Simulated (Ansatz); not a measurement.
System: C₁₈Se (slab).

Input

```
crystal:
  lattice:
    - [7.398, 0.0, 0.0]
    - [-3.699, 6.406856, 0.0]
    - [0.0, 0.0, 12.0]
  atoms:
    - { symbol: C, position: [0.0, 0.0, 0.0833333] }
    - { symbol: C, position: [0.2222222, 0.1111111, 0.0833333] }
    - { symbol: C, position: [0.0, 0.3333333, 0.0833333] }
    - { symbol: C, position: [0.2222222, 0.4444444, 0.0833333] }
    - { symbol: C, position: [0.0, 0.6666667, 0.0833333] }
    - { symbol: C, position: [0.2222222, 0.7777778, 0.0833333] }
    - { symbol: C, position: [0.3333333, 0.0, 0.0833333] }
    - { symbol: C, position: [0.5555556, 0.1111111, 0.0833333] }
    - { symbol: C, position: [0.3333333, 0.3333333, 0.0833333] }
    - { symbol: C, position: [0.5555556, 0.4444444, 0.0833333] }
    - { symbol: C, position: [0.3333333, 0.6666667, 0.0833333] }
    - { symbol: C, position: [0.5555556, 0.7777778, 0.0833333] }
    - { symbol: C, position: [0.6666667, 0.0, 0.0833333] }
    - { symbol: C, position: [0.8888889, 0.1111111, 0.0833333] }
    - { symbol: C, position: [0.6666667, 0.3333333, 0.0833333] }
    - { symbol: C, position: [0.8888889, 0.4444444, 0.0833333] }
    - { symbol: C, position: [0.6666667, 0.6666667, 0.0833333] }
    - { symbol: C, position: [0.8888889, 0.7777778, 0.0833333] }
    - { symbol: Se, position: [0.4036163, 0.8176406, 0.23] }
basis:
  ecutwfc: 420.0
kpoints:
  mp_grid: { grid: [2, 2, 1] }
hamiltonian:
  xc: pbesol
scf:
  occupations: { method: fermi_dirac, width: 0.05 }
  lower_state_search: "off"
relax:
  f_tol: 0.03
  max_steps: 60
  adjacent_minimum: "off"
output:
  write_density: true
  write_potential: true
  elf: true
  volumetric_format: npy
```

Launched as:

```sh
ansatz run input.yaml --threads 1 --pin off --max-ram 3072MiB --backend cpu --events-out ev --progress --plain --runs-dir out
```

The fields are those of the relaxed geometry.

Method: DFT PBEsol, scalar-relativistic, plane waves, PAW in Ansatz 0.2.0.

**What can the converged valence pseudo-density and electron localisation function tell about the bonding?**

C–C (1.41 Å): ρ at the midpoint is about 2 e/Å³; the ELF peaks at about 0.95 between the atoms, as expected for localised, covalent bonding.
C–Se (2.10 Å): ρ is about 0.69 e/Å³ halfway; the ELF peaks at about 0.70 between the atoms.
C–C (1.47 Å): ρ at the midpoint is about 1.8 e/Å³; the ELF peaks at about 0.95 between the atoms, as expected for a covalent bond.

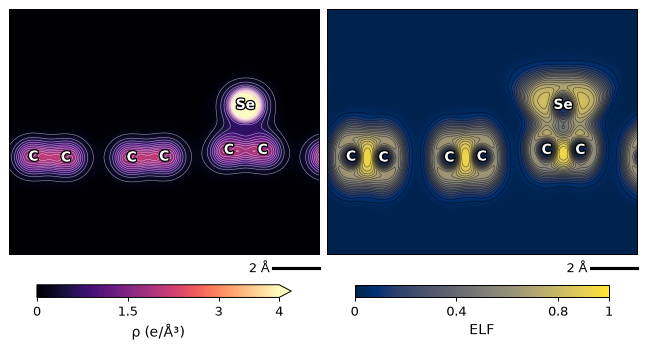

Computed valence pseudo-density and electron localisation function on the (110) plane of the calculation cell, a cut from vacuum to vacuum, in this order. 
